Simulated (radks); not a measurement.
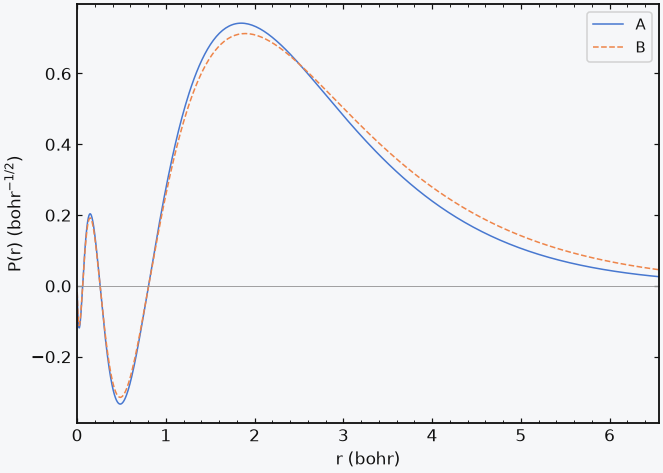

Two charge states of gallium were computed: Ga in [Ar] 3d10 4s2 4p1 (open shells shared over both j by 2j + 1); Ga⁺ in [Ar] 3d10 4s2. The calculation used the in-house radial solver radks at this level: Dirac Kohn-Sham, PBE, spin-unpolarised, spherical densities, finite nucleus.

The plot shows P(r) = r R(r) of the 4s orbital in both runs (large components where relativistic).

**Assign A and B.**

A is Ga⁺ in [Ar] 3d10 4s2 (⟨r⟩ = 2.22 bohr, eigenvalue −16.3 eV); B is Ga in [Ar] 3d10 4s2 4p1 (open shells shared over both j by 2j + 1) (⟨r⟩ = 2.34 bohr, eigenvalue −8.95 eV). Fewer electrons screen less, so the orbital shrinks.
